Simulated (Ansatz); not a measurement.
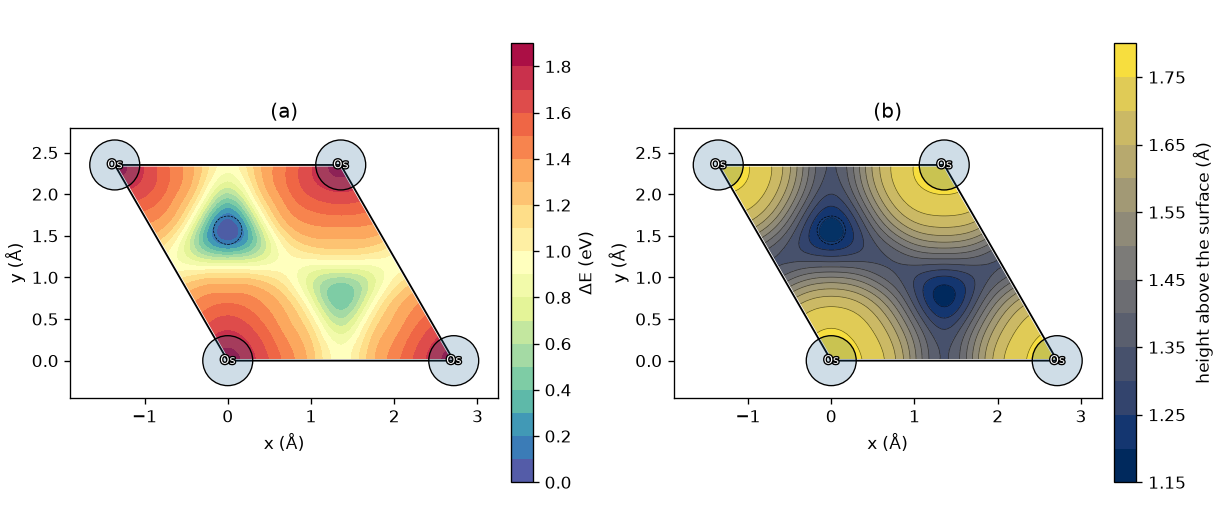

C on an Os(001) slab cut from the P6_3/mmc phase, its upper half relaxed before the scan (4 atoms of substrate and one adsorbate in a 1 × 1 cell). 
- C is moved over the surface cell; relaxed at each place: the height of the adsorbate's atoms; substrate rigid; the origin of the map has the adsorbate above Os4.
- Places are given modulo a cell vector. The map is drawn in real space over the plane of the surface.
- The scan uses a 6 × 6 grid; 10 points were computed and 26 follow by symmetry.
- Energies are in eV, from the lowest grid point.
- With one adsorbate in each 1 × 1 cell, its nearest image is 2.7 Å away, so neighbouring adsorbates interact.
- Level of theory: Ansatz 0.2.0, DFT LDA, scalar-relativistic, plane waves, PAW. Settings: cutoff 420 eV, k-mesh 12×12×1, gaussian smearing 0.1 eV, no spin polarisation.

Panel (a) is the energy and panel (b) the computed height above the surface on the same grid.

Drawn: filled contours, labelled circles for the atoms of the top layer and small ones for the second layer, the outline of one cell of the plane. Between grid points the surface is interpolated.

**How does the height above the surface vary over the map, and what is it at the lowest grid point?**

It runs from 1.17 Å at a threefold hollow over a second-layer Os atom, (2/6, 4/6) of the cell vectors to 1.78 Å at the top site over a surface Os atom, (0/6, 0/6) of the cell vectors. At the lowest grid point, a threefold hollow over a second-layer Os atom, (2/6, 4/6) of the cell vectors, it is 1.17 Å.

| second ↓, first → | 0/6 | 1/6 | 2/6 | 3/6 | 4/6 | 5/6 |
| --- | --- | --- | --- | --- | --- | --- |
| 5/6 | 1.74 | 1.65 | 1.36 | 1.36 | 1.65 | 1.74 |
| 4/6 | 1.58 | 1.36 | 1.17 | 1.36 | 1.58 | 1.63 |
| 3/6 | 1.35 | 1.36 | 1.36 | 1.35 | 1.37 | 1.37 |
| 2/6 | 1.58 | 1.65 | 1.58 | 1.37 | 1.18 | 1.37 |
| 1/6 | 1.74 | 1.74 | 1.63 | 1.37 | 1.37 | 1.63 |
| 0/6 | 1.78 | 1.74 | 1.58 | 1.35 | 1.58 | 1.74 |
